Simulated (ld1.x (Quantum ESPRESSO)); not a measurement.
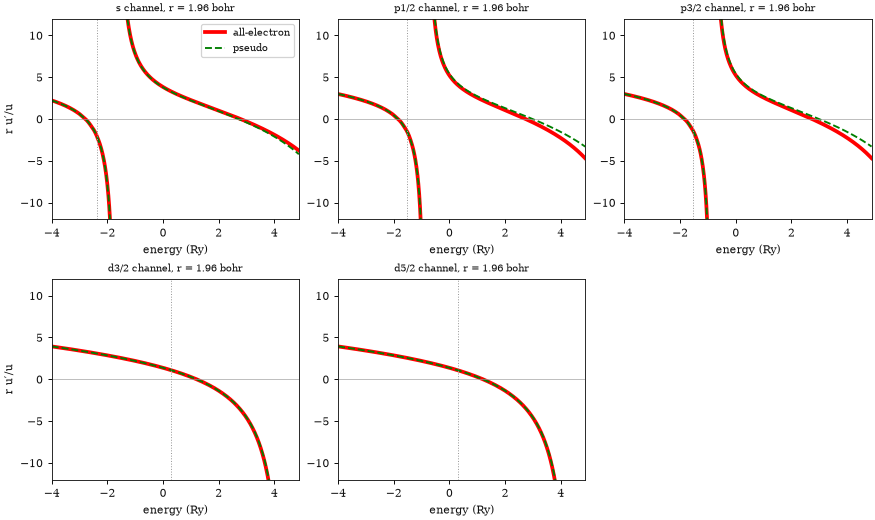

Logarithmic derivatives r u′/u at the test radius against energy, all-electron atom (solid) and pseudo-atom (dashed). Here u = r R(r). The dotted line marks the reference energy of the channel.

N, norm-conserving Troullier–Martins (Kleinman–Bylander form), made with ld1.x (Quantum ESPRESSO) 7.5 (PBE, fully relativistic). Core [He], reference 2s2 2p2 (charge +1). Waves: 2p (bound): rc 1.80 bohr; 3d channel at 0.3 Ry: rc 1.80 bohr; 2s (bound): rc 0.65 bohr. Local part: the s channel. Core correction: none.

Q: Where do the curves cross zero?

A: s: all-electron -2.8 and 2.8 Ry, pseudo -2.8 and 2.7 Ry; p1/2: all-electron -1.9 and 2.7 Ry, pseudo -1.9 and 3.0 Ry; p3/2: all-electron -1.8 and 2.7 Ry, pseudo -1.8 and 3.0 Ry; d3/2: all-electron 1.2 Ry, pseudo 1.2 Ry; d5/2: all-electron 1.2 Ry, pseudo 1.2 Ry.

Q: What does the plot say about ghosts?

A: The plot shows none: pseudo and all-electron curves have the same branches in all channels drawn. The separate test gives: no ghost state below the valence levels in the p1/2, p3/2, d3/2, d5/2, s, f channels.
